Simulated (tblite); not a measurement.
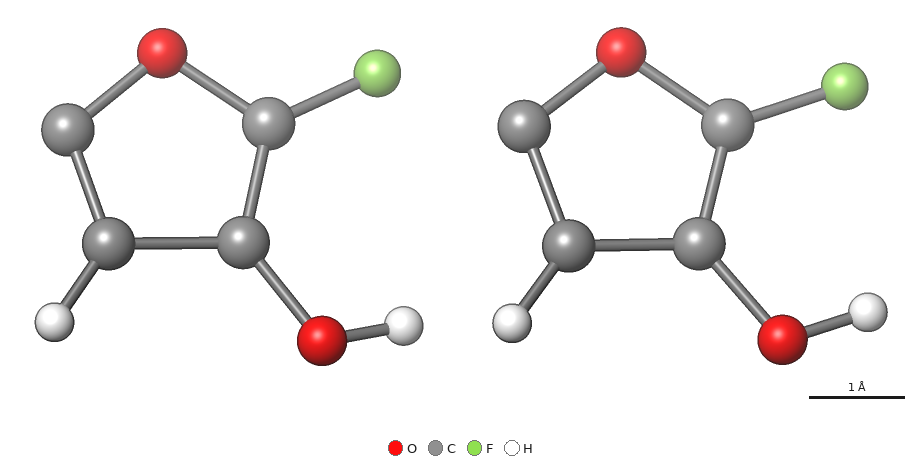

Two geometries of C4H2FO2 (multiplicity 2), drawn at one scale. One is the start of a relaxation, the other its converged end. The picture is a ball-and-stick view, seen at a tilt.

Computed with GFN2-xTB geometry optimisation, gas phase in tblite 0.8.0. 

Which geometry has the lower energy?

The left one is the relaxed one. After 31 geometry steps the energy has fallen by 3.95 kcal/mol. An H atom moves most after the best rigid fit: 0.17 Å. By element the largest moves are H 0.17 Å, F 0.16 Å, C 0.10 Å, O 0.08 Å. Among the contacts that change: C–C 1.391 → 1.352 Å, C–C 1.400 → 1.436 Å, C–O 1.357 → 1.329 Å, C–F 1.348 → 1.334 Å. Among the angles between lasting bonds that change: O–C–F 125.1° → 118.2°, C–C–F 124.9° → 130.2°, O–C–C 126.1° → 129.9°. Cost: 0.12 s on 1 thread of Arm Neoverse V1, on a shared host.
